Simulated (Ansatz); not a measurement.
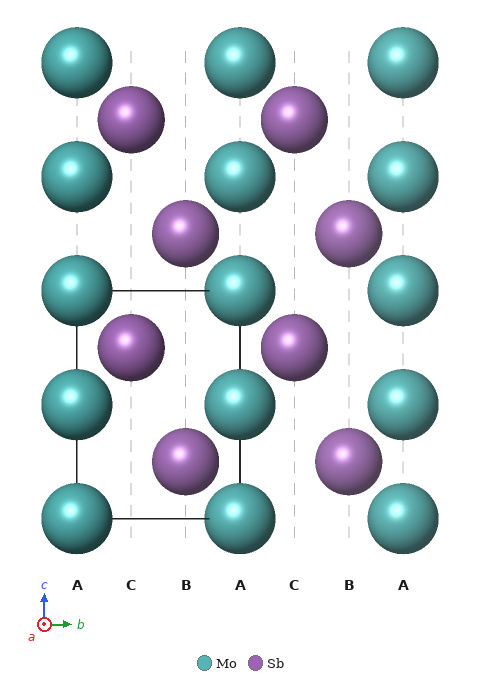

Projection along an edge of the hexagonal mesh, stacking direction c upwards. The dashed lines mark the three columns A (0, 0), B (1/3, 2/3) and C (2/3, 1/3). The sequence starts with the first layer at or above the cell's origin.

SbMo: the end point of a relaxation with DFT PBEsol, scalar-relativistic, plane waves, PAW (Ansatz); the starting structure was generated, so it need not be a known form of this composition.

Q: List the layers of one repeat.

A: Mo(A) – Sb(B) – Mo(A) – Sb(C) (four layers in 5.20 Å).

Q: How are the Sb layers alone stacked?

A: Sb layers alone: BC, the hexagonal type.

Q: Which positions between or in the Sb layers do the other atoms fill?

A: Mo: two octahedral sites, counted in one hexagonal cell.

Heights of the layers:

```csv
layer,atoms (column),height (Å),to next (Å)
1,Mo(A),0.00,1.30
2,Sb(B),1.30,1.30
3,Mo(A),2.60,1.30
4,Sb(C),3.90,1.30
```
